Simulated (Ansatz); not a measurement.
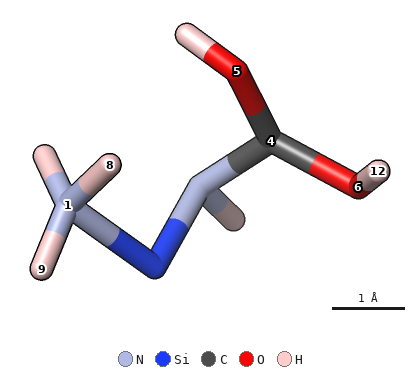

**Figure 1.** The structure as given in the input (stick view, seen at a tilt; atoms are numbered from 1 in the order of the input). Bond lengths as drawn: C–N 1.35 Å, C–O 1.42 to 1.50 Å, H–N 0.98 to 1.07 Å, H–O 0.95 Å and N–Si 1.59 to 1.69 Å.

Run report: CH₆N₂O₂Si, geometry relaxation

- system: CH₆N₂O₂Si
- method: RKS PBE-D4/def2-SVP (Ansatz 0.2.0)

It belongs to a series of runs on one base structure; here: end point B relaxed. Figures and captions count atoms from 1; the log counts them from 0 in places.

**The program's output**
```
The last accepted step is kept in [file] (removed where the run ends without a failure and the disk answers)
Engine: ansatz 0.2.0, x86_64-unknown-linux-gnu
Functional definition: PBE
  parameter kappa = 0.804
  parameter beta = 0.06672455060314922
  exchange = pbe_x(kappa = kappa, mu = beta*pi^2/3)
  correlation = pbe_c(beta = beta)
1332 factors; their error is unknown
mean field evaluation 1: about -16038.8321 eV, gradient 9.5e1 eV
mean field evaluation 2: about -15894.4369 eV, gradient 2.3e2 eV
mean field evaluation 4: about -16047.2604 eV, gradient 5.5e1 eV
mean field evaluation 8: about -16058.5211 eV, gradient 6.8e0 eV
mean field evaluation 16: about -16058.6110 eV, gradient 1.7e-1 eV
mean field -16058.61112328 eV, -590.1430738630 hartree, gradient 1.5e-5 eV, S^2 0.000000; 1 other end points of the search recorded, 0 dependent functions left out
the calculation of the forces begins
reference -16058.61115638 eV, -590.1430750792 hartree; 28, 28 occupied and 90, 90 virtual orbitals, 1332 factors
relax step   1: F+E_penalty+E_count = -16058.91032257 eV  Δ(F+E_penalty+E_count) = +0.000e0 eV  max|allowed force component| = 8.486e0 eV/Å  Δτ_max = 0.0000 Å  (78 SCF iters, accepted)
these checks for a lower state are left out or cut short: starts, cluster_reference, orbital_swaps, neighbouring_geometries, increment
1332 factors; their error is unknown
mean field evaluation 32: about -16059.9412 eV, gradient 1.8e1 eV
mean field -16060.72378564 eV, -590.2207127727 hartree, gradient 1.4e-5 eV, S^2 0.000000; 1 other end points of the search recorded, 0 dependent functions left out
[... from here on the field's lines of each further geometry are left out, up to the last ...]
relax step   2: F+E_penalty+E_count = -16061.02116942 eV  Δ(F+E_penalty+E_count) = -2.111e0 eV  max|allowed force component| = 4.304e0 eV/Å  Δτ_max = 0.1971 Å  (79 SCF iters, accepted)
relax step   3: F+E_penalty+E_count = -16062.33865280 eV  Δ(F+E_penalty+E_count) = -1.317e0 eV  max|allowed force component| = 2.996e0 eV/Å  Δτ_max = 0.1947 Å  (83 SCF iters, accepted)
relax step   4: F+E_penalty+E_count = -16063.29743124 eV  Δ(F+E_penalty+E_count) = -9.588e-1 eV  max|allowed force component| = 3.458e0 eV/Å  Δτ_max = 0.2000 Å  (38 SCF iters, accepted)
relax step   5: F+E_penalty+E_count = -16063.90337688 eV  Δ(F+E_penalty+E_count) = -6.059e-1 eV  max|allowed force component| = 1.344e0 eV/Å  Δτ_max = 0.1964 Å  (36 SCF iters, accepted)
relax step   6: F+E_penalty+E_count = -16064.10700911 eV  Δ(F+E_penalty+E_count) = -2.036e-1 eV  max|allowed force component| = 9.121e-1 eV/Å  Δτ_max = 0.2000 Å  (37 SCF iters, accepted)
relax step   7: F+E_penalty+E_count = -16064.19696049 eV  Δ(F+E_penalty+E_count) = -8.995e-2 eV  max|allowed force component| = 5.511e-1 eV/Å  Δτ_max = 0.1741 Å  (31 SCF iters, accepted)
relax step   8: F+E_penalty+E_count = -16064.23434378 eV  Δ(F+E_penalty+E_count) = -3.738e-2 eV  max|allowed force component| = 3.451e-1 eV/Å  Δτ_max = 0.0566 Å  (30 SCF iters, accepted)
relax step   9: F+E_penalty+E_count = -16064.22395339 eV  Δ(F+E_penalty+E_count) = +1.039e-2 eV  max|allowed force component| = 5.125e-1 eV/Å  Δτ_max = 0.1499 Å  (31 SCF iters, rejected (line search))
relax step  10: F+E_penalty+E_count = -16064.24630520 eV  Δ(F+E_penalty+E_count) = -1.196e-2 eV  max|allowed force component| = 1.050e-1 eV/Å  Δτ_max = 0.0750 Å  (30 SCF iters, accepted)
relax step  11: F+E_penalty+E_count = -16064.24682956 eV  Δ(F+E_penalty+E_count) = -5.244e-4 eV  max|allowed force component| = 1.025e-1 eV/Å  Δτ_max = 0.0357 Å  (31 SCF iters, accepted)
relax step  12: F+E_penalty+E_count = -16064.24630598 eV  Δ(F+E_penalty+E_count) = +5.236e-4 eV  max|allowed force component| = 1.433e-1 eV/Å  Δτ_max = 0.0676 Å  (30 SCF iters, rejected (line search))
relax step  13: F+E_penalty+E_count = -16064.24852754 eV  Δ(F+E_penalty+E_count) = -1.698e-3 eV  max|allowed force component| = 3.910e-2 eV/Å  Δτ_max = 0.0329 Å  (31 SCF iters, accepted)
the calculation of the forces begins
reference -16063.95605422 eV, -590.3394964522 hartree; 28, 28 occupied and 90, 90 virtual orbitals, 1332 factors
relax step  14: F+E_penalty+E_count = -16064.24863121 eV  Δ(F+E_penalty+E_count) = -1.037e-4 eV  max|allowed force component| = 1.867e-2 eV/Å  Δτ_max = 0.0117 Å  (32 SCF iters, accepted)
1332 factors; their error is unknown
mean field evaluation 160: about -16063.9560 eV, gradient 1.4e-2 eV
```

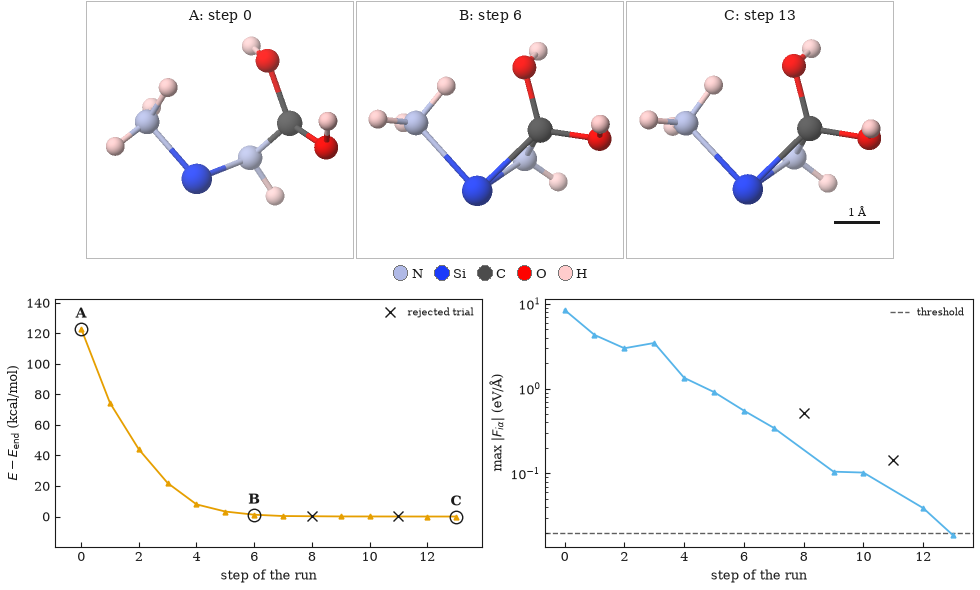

**Figure 2.** Frames of the relaxation (ball-and-stick view, seen at a tilt) above the curves, on which the letters mark them (the first geometry is step 0 here and step 1 in the log).

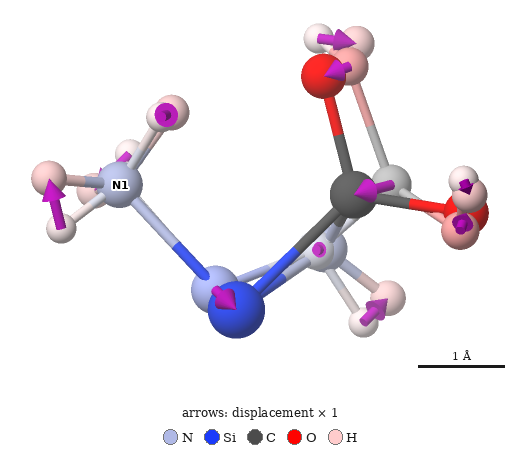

**Figure 3.** Start (faint) and end (solid) with the displacements as pink arrows, at true length (ball-and-stick view, seen at a tilt). The two geometries are laid on each other by the best rigid fit. The energy falls by 123.1 kcal/mol in 13 geometry steps. The largest force component goes from 8.5 to 0.019 eV/Å. The line search rejected the trial steps at points 8, 11 (counted from 0) and went back. The atom that moves furthest after the best rigid fit is H9 (0.62 Å). By element the largest moves are H 0.62 Å, C 0.60 Å, Si 0.44 Å, O 0.36 Å, N 0.17 Å. Among the contacts that change: Si2–C4 2.423 → 1.939 Å, N1–Si2 1.693 → 2.061 Å, Si2–N3 1.593 → 1.871 Å, N3–C4 1.353 → 1.423 Å. Among the angles that change: Si2–N3–C4 110.4° → 70.6°, Si2–N1–H9 89.6° → 117.5°, H7–N1–H9 136.5° → 109.6°. (Atoms are counted from 1 in the order of the input.)

```
mean field -16063.95601700 eV, -590.3394950842 hartree, gradient 3.0e-5 eV, S^2 0.000000; 1 other end points of the search recorded, 0 dependent functions left out
the calculation of the forces begins
reference -16063.95605422 eV, -590.3394964522 hartree; 28, 28 occupied and 90, 90 virtual orbitals, 1332 factors
Total energy: -16064.24866843 eV, -590.3502498261 hartree
Atom 0 at    -1.256755    -1.404984     0.822484 Å, force     0.006280    -0.008205    -0.011586 eV/Å
Atom 1 at     0.132324    -0.066153     1.547285 Å, force     0.001392     0.015307     0.001380 eV/Å
Atom 2 at     1.177601    -0.535748     0.068744 Å, force    -0.015445    -0.006688    -0.009155 eV/Å
Atom 3 at     0.347549     0.569197    -0.272055 Å, force     0.018668     0.015940     0.012278 eV/Å
Atom 4 at    -0.634382     0.242990    -1.268461 Å, force    -0.003574    -0.010681     0.001073 eV/Å
Atom 5 at     1.050301     1.735754    -0.587930 Å, force    -0.005338    -0.009313    -0.002194 eV/Å
Atom 6 at    -0.838799    -2.342103     0.733376 Å, force    -0.005276    -0.006804     0.003889 eV/Å
Atom 7 at    -1.390374    -1.015844    -0.144191 Å, force    -0.004357     0.004239    -0.000138 eV/Å
Atom 8 at    -2.154623    -1.473655     1.319692 Å, force    -0.002577    -0.001434     0.002720 eV/Å
Atom 9 at     2.182123    -0.316994     0.090470 Å, force     0.009059    -0.000518    -0.000023 eV/Å
Atom 10 at    -0.133310    -0.171027    -2.006979 Å, force     0.003295     0.000794    -0.000901 eV/Å
Atom 11 at     0.417535     2.473166    -0.507665 Å, force    -0.002127     0.007363     0.002659 eV/Å
Dipole moment:    -0.544582    -0.473658    -0.187906 e Å
```

**Trajectory as extended XYZ (Å, eV, eV/Å), 9 of the 14 frames kept, from step=1 to step=14**
```
12
Properties=species:S:1:pos:R:3:forces:R:3 step=1 energy=-16058.91032
N    -1.2290   -1.4265    0.7795   -4.0845   1.4760  -1.8275
Si    0.0219   -0.4590    1.3827   -0.5714   4.5379   8.4859
N     1.0449   -0.4775    0.1620    8.1803  -2.2755  -2.6393
C     0.7804    0.5390   -0.6904   -3.5865   3.1248  -2.4018
O    -0.4268    0.3033   -1.5490    0.9186   2.2357   1.7518
O     0.9764    1.8954   -0.3194    1.0483  -2.0276  -0.2720
H    -0.8174   -2.0942    0.1939    0.5936  -3.3419  -1.3166
H    -1.6953   -0.7424    0.0941   -0.2040  -0.7810   0.6048
H    -1.6767   -1.4191    1.7182   -1.0226  -1.0979  -0.3455
H     2.0219   -0.2828    0.5278   -0.5959  -1.2335  -0.9021
H    -0.3585   -0.5793   -1.8919    0.6375  -1.3250  -0.6377
H     0.2574    2.4377   -0.6127   -1.3134   0.7080  -0.4999
12
Properties=species:S:1:pos:R:3:forces:R:3 step=3 energy=-16062.33865
N    -1.2123   -1.3441    0.7843   -1.1841  -0.7574  -0.0448
Si    0.1422   -0.2857    1.6487    0.1756   1.3251   0.3461
N     1.1881   -0.4882    0.2143    1.2377   0.6489  -1.9537
C     0.6220    0.5716   -0.5812   -1.3257  -0.3306   2.9963
O    -0.5002    0.2930   -1.3921    1.3672  -1.0486  -0.7040
O     0.9646    1.9081   -0.4717   -0.2441  -0.2733  -0.7264
H    -0.8800   -2.2364    0.3081   -0.5075   0.5150   0.6888
H    -1.6404   -0.7670    0.0232    0.2582  -0.0546   0.0172
H    -1.9370   -1.4483    1.5499    0.4790  -0.5092  -1.0004
H     2.2190   -0.4763    0.3154   -0.3430  -0.1141  -0.3599
H    -0.1947   -0.4551   -2.0098   -0.4711   0.9057   0.5879
H     0.1278    2.4230   -0.5943    0.5578  -0.3068   0.1529
12
Properties=species:S:1:pos:R:3:forces:R:3 step=4 energy=-16063.29743
N    -1.2298   -1.3355    0.7859   -0.8464  -1.1372   0.3739
Si    0.1730   -0.1987    1.6792    0.2701   0.8283  -1.5933
N     1.2335   -0.4994    0.1861   -0.4159   1.1312  -1.2982
C     0.4915    0.5882   -0.4306   -0.1395  -0.9722   3.4583
O    -0.4852    0.2767   -1.3827    0.3716  -0.9698  -0.6833
O     0.9803    1.8854   -0.5348   -0.3896  -0.1669  -0.3915
H    -0.9136   -2.2530    0.3548   -0.2513   0.8209   0.5526
H    -1.6260   -0.7735    0.0058    0.2276   0.0357  -0.1240
H    -1.9915   -1.5048    1.4915    0.4464  -0.1278  -0.6914
H     2.2614   -0.4815    0.2256   -0.0375   0.1686  -0.2544
H    -0.1437   -0.4392   -2.0069   -0.0977   0.7069   0.5953
H     0.1495    2.4300   -0.5791    0.8622  -0.3176   0.0559
12
Properties=species:S:1:pos:R:3:forces:R:3 step=6 energy=-16064.10701
N    -1.2581   -1.3443    0.7714   -0.4948  -0.7029   0.2958
Si    0.1958   -0.1058    1.5827   -0.0575   0.0814  -0.1744
N     1.2702   -0.5100    0.1330   -0.8786   0.4979  -0.4638
C     0.3862    0.5849   -0.2376    0.9121  -0.8196   0.6640
O    -0.5983    0.2274   -1.2139   -0.0114  -0.2906  -0.5992
O     1.0080    1.7892   -0.5526   -0.4461   0.2797  -0.0945
H    -0.8650   -2.2738    0.4976   -0.2192   0.4396   0.2776
H    -1.4725   -0.8471   -0.1345    0.1585   0.0335   0.1304
H    -2.1335   -1.4803    1.3281    0.5920  -0.0093  -0.3114
H     2.2918   -0.3916    0.0933   -0.1515   0.2162  -0.0241
H    -0.1818   -0.3803   -1.8791    0.0674   0.3888   0.2819
H     0.2562    2.4264   -0.5936    0.5292  -0.1146   0.0179
12
Properties=species:S:1:pos:R:3:forces:R:3 step=7 energy=-16064.19696
N    -1.2660   -1.3978    0.8219   -0.1884  -0.2691  -0.3670
Si    0.1598   -0.0952    1.5706    0.0312   0.0808   0.0603
N     1.2020   -0.5187    0.0981   -0.3224   0.4465  -0.2377
C     0.3569    0.5982   -0.2408    0.5456  -0.5240   0.1292
O    -0.6113    0.2507   -1.2437    0.1015  -0.3232  -0.4753
O     1.0308    1.7824   -0.5632   -0.3285   0.0207   0.0632
H    -0.8611   -2.3468    0.6556   -0.2595   0.4952   0.1646
H    -1.3741   -0.9344   -0.1369   -0.0595  -0.2554   0.4406
H    -2.1817   -1.4794    1.3170    0.5511   0.0329  -0.3006
H     2.2216   -0.3832    0.0385   -0.1305   0.0952   0.0813
H    -0.1125   -0.2567   -1.9428   -0.2396   0.3556   0.4166
H     0.3347    2.4753   -0.5795    0.2989  -0.1550   0.0249
12
Properties=species:S:1:pos:R:3:forces:R:3 step=9 energy=-16064.22395 accepted=F
N    -1.2610   -1.4340    0.8244   -0.0330   0.1057   0.2942
Si    0.1064   -0.0449    1.5468    0.0707  -0.0198  -0.0852
N     1.1630   -0.5008    0.0726   -0.0995  -0.5125   0.1788
C     0.3254    0.5852   -0.2773    0.1549   0.0711  -0.1716
O    -0.6585    0.2633   -1.2857    0.1395  -0.0696   0.2642
O     1.0714    1.7130   -0.6163   -0.1327   0.3917   0.0389
H    -0.8306   -2.3659    0.7693    0.0420  -0.0415  -0.0602
H    -1.3808   -1.0529   -0.1398   -0.0602   0.0230  -0.2051
H    -2.1657   -1.5036    1.3144    0.0799   0.0286  -0.0772
H     2.1734   -0.2986    0.0812   -0.1450   0.0497  -0.0325
H    -0.1446   -0.1597   -2.0076    0.0124  -0.0216  -0.0932
H     0.5008    2.4936   -0.4874   -0.0290  -0.0048  -0.0511
12
Properties=species:S:1:pos:R:3:forces:R:3 step=11 energy=-16064.24683
N    -1.2595   -1.4077    0.8197   -0.0048  -0.0001   0.0412
Si    0.1230   -0.0568    1.5484   -0.0016  -0.0275   0.0325
N     1.1719   -0.5308    0.0754   -0.0250  -0.0366   0.0343
C     0.3466    0.5765   -0.2665   -0.0154  -0.0235  -0.1025
O    -0.6354    0.2505   -1.2661   -0.0068   0.0015   0.0079
O     1.0554    1.7360   -0.5847    0.0875   0.0513  -0.0304
H    -0.8216   -2.3345    0.7226    0.0049  -0.0144  -0.0076
H    -1.4100   -1.0182   -0.1431    0.0169   0.0254  -0.0065
H    -2.1497   -1.5002    1.3269   -0.0083   0.0077  -0.0070
H     2.1810   -0.3334    0.0929   -0.0130   0.0389  -0.0095
H    -0.1376   -0.1733   -2.0015    0.0158   0.0211   0.0221
H     0.4352    2.4862   -0.5293   -0.0503  -0.0436   0.0255
12
Properties=species:S:1:pos:R:3:forces:R:3 step=12 energy=-16064.24631 accepted=F
N    -1.2596   -1.4089    0.8240    0.0140  -0.0299   0.0081
Si    0.1515   -0.0858    1.5490   -0.0380   0.0521  -0.0057
N     1.1921   -0.5317    0.0630   -0.0345  -0.0290  -0.0600
C     0.3472    0.5629   -0.2698    0.0166   0.1433   0.0180
O    -0.6324    0.2339   -1.2681    0.0115  -0.0232   0.0265
O     1.0420    1.7372   -0.5842   -0.0202  -0.0308   0.0083
H    -0.8764   -2.3621    0.7509    0.0031  -0.0078  -0.0038
H    -1.3723   -1.0231   -0.1468   -0.0192  -0.0003  -0.0192
H    -2.1670   -1.4441    1.3096    0.0451   0.0153  -0.0038
H     2.1902   -0.2858    0.0739    0.0380  -0.0543   0.0309
H    -0.1254   -0.1726   -2.0067   -0.0050  -0.0068  -0.0083
H     0.4093    2.4747   -0.4999   -0.0114  -0.0286   0.0091
12
Properties=species:S:1:pos:R:3:forces:R:3 step=14 energy=-16064.24863
N    -1.2568   -1.4050    0.8225    0.0063  -0.0082  -0.0116
Si    0.1323   -0.0662    1.5473    0.0014   0.0153   0.0014
N     1.1776   -0.5357    0.0687   -0.0154  -0.0067  -0.0092
C     0.3475    0.5692   -0.2721    0.0187   0.0159   0.0123
O    -0.6344    0.2430   -1.2685   -0.0036  -0.0107   0.0011
O     1.0503    1.7358   -0.5879   -0.0053  -0.0093  -0.0022
H    -0.8388   -2.3421    0.7334   -0.0053  -0.0068   0.0039
H    -1.3904   -1.0158   -0.1442   -0.0044   0.0042  -0.0001
H    -2.1546   -1.4737    1.3197   -0.0026  -0.0014   0.0027
H     2.1821   -0.3170    0.0905    0.0091  -0.0005   0.0000
H    -0.1333   -0.1710   -2.0070    0.0033   0.0008  -0.0009
H     0.4175    2.4732   -0.5077   -0.0021   0.0074   0.0027
```

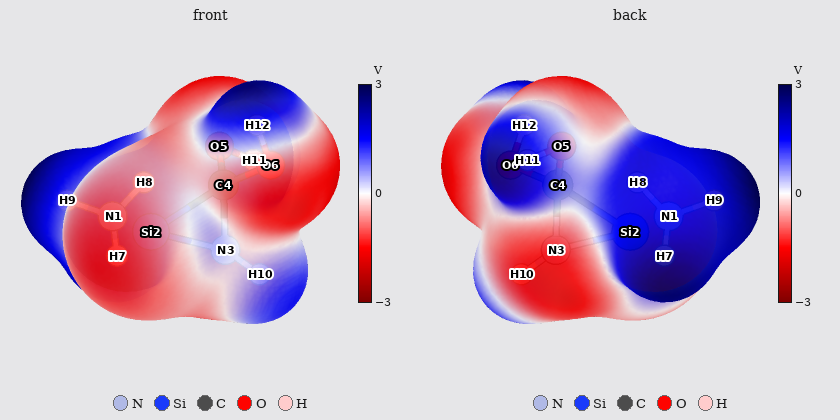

**Figure 4.** The molecular electrostatic potential painted on the density surface at 0.004 e/bohr³, seen at a tilt and from behind; the colour scale runs from red (negative) to blue (positive).

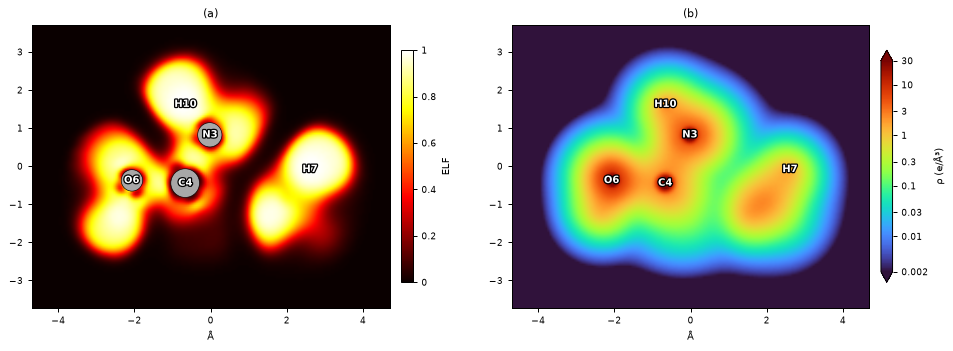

**Figure 5.** (a) electron localisation function; (b) total electron density on the plane of atoms N3, C4 and O6. Grey discs, where drawn, cover atomic cores. Atoms in the plane: N, C, O and H. C–O (1.40 Å): ρ is about 2.1 e/Å³ halfway, with its minimum of 1.8 e/Å³ about 0.5 Å from C; the ELF peaks at about 0.90 between the atoms (a shared but strongly polarised pair). C–N (1.42 Å): ρ is about 2.1 e/Å³ halfway; the ELF peaks at about 0.90 between the atoms (localised, shared-pair bonding). N–H (1.03 Å): ρ is about 2.7 e/Å³ halfway, with its minimum of 2.1 e/Å³ about 0.8 Å from N; the ELF climbs to about 1 towards the hydrogen, as it does in any bond to H; a covalent bond by its length.

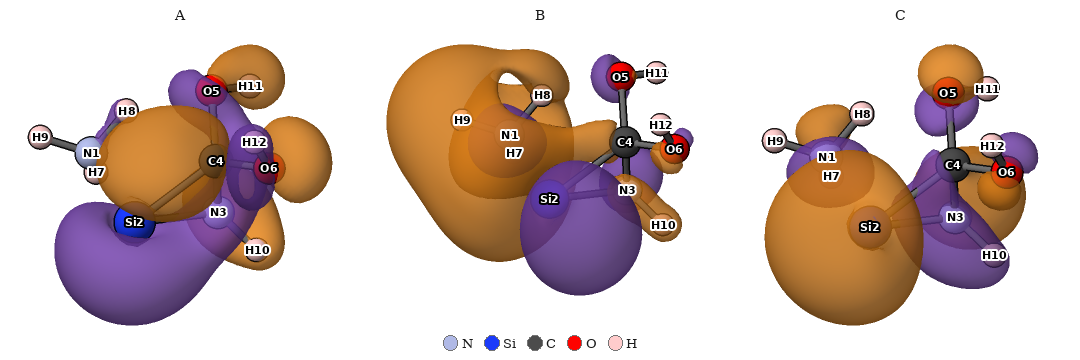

**Figure 6.** Three frontier orbitals at ±0.08 Å⁻³ᐟ² (orange and purple are the two phases). C is the HOMO−1 (−4.92 eV). By Hirshfeld shares it lies mainly on Si2 (50 %) and N3 (30 %). A is the HOMO (−4.33 eV). It lies mainly on Si2 (35 %), C4 (25 %), N3 (15 %) and O6 (10 %). B is the LUMO (−0.26 eV). By Hirshfeld shares it lies mainly on Si2 (45 %), N1 (15 %), H9 (15 %) and H7 (10 %). The HOMO–LUMO gap is 4.07 eV between the orbital energies.

The run was set up as follows.

**The input**
```yaml
crystal:
  periodic: [false, false, false]
  atoms:
    - { symbol: "N", position_ang: [-1.229, -1.4265, 0.7795] }
    - { symbol: Si, position_ang: [0.0219, -0.459, 1.3827] }
    - { symbol: "N", position_ang: [1.0449, -0.4775, 0.162] }
    - { symbol: C, position_ang: [0.7804, 0.539, -0.6904] }
    - { symbol: O, position_ang: [-0.4268, 0.3033, -1.549] }
    - { symbol: O, position_ang: [0.9764, 1.8954, -0.3194] }
    - { symbol: H, position_ang: [-0.8174, -2.0942, 0.1939] }
    - { symbol: H, position_ang: [-1.6953, -0.7424, 0.0941] }
    - { symbol: H, position_ang: [-1.67671, -1.4191, 1.71817] }
    - { symbol: H, position_ang: [2.0219, -0.2828, 0.5278] }
    - { symbol: H, position_ang: [-0.3585, -0.5793, -1.8919] }
    - { symbol: H, position_ang: [0.2574, 2.4377, -0.6127] }
basis:
  gaussian: { orbitals: def2-SVP }
hamiltonian:
  xc: pbe
  dispersion: d4
relax:
  f_tol: 0.02
  max_steps: 50
output:
  orbitals: {}
```

Launched with:
```bash
ansatz run input.yaml --threads 2 --pin off --max-ram 3072MiB --backend cpu --events-out ev --progress --plain --runs-dir out
```

**Results in brief**

| quantity | value |
| --- | --- |
| outcome | converged |
| total energy | −16064.2487 eV |
| mean-field energy | −16063.9561 eV |
| largest force (length of the vector) at the end | 0.027 eV/Å |
| hardware | 2 threads of Intel Xeon @ 2.50GHz (Skylake/Cascade Lake), 128 GiB of memory available, shared host |
| wall time | 55 s (CPU time 1.7 min) |
| peak memory | 0.18 GiB |
